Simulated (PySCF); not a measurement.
Input file:

```
{"job": {"kind": "nmr", "xc": "PBE0", "basis": {"default": "pcSseg-1", "Al": "pcSseg-2"}}, "charge": 0, "multiplicity": 1}
Al    -1.361488    -0.857516    -0.461330
F     -1.625839    -2.392961     0.076102
F     -2.501557    -0.154126    -1.421517
O      0.031865    -0.030849    -0.040452
Al     1.391525     0.822635     0.432443
F      2.765620     0.803979    -0.476898
F      1.391733     1.706828     1.823091
```

Command:

```sh
OMP_NUM_THREADS=1 python probes_run.py task.json out
```

Geometry: PBE0-D3(BJ)/def2-SVP.

Method: PBE0/pcSseg-1 Al:pcSseg-2, SCF density, gas phase, non-relativistic in PySCF.

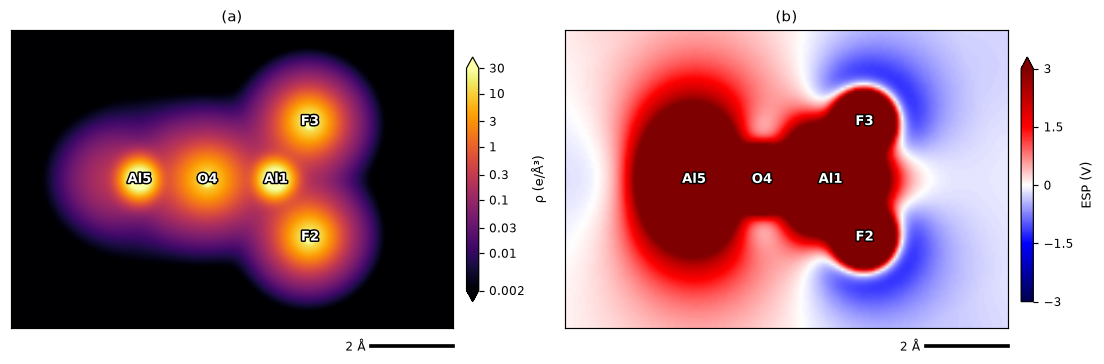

Al$_{2}$F$_{4}$O. (a) total electron density; (b) molecular electrostatic potential on the plane of atoms F2, Al1 and F3.

Question: Read the bonding off the picture.

Answer: The plane passes through Al, F and O nuclei.
Al–F (1.65 Å): ρ at the midpoint is about 0.93 e/Å³.
Al–O (1.67 Å): the density is about 0.96 e/Å³ at the midpoint.
Outside the dense part of the molecule the potential is most negative (−1.2 V) near F2 and F3.
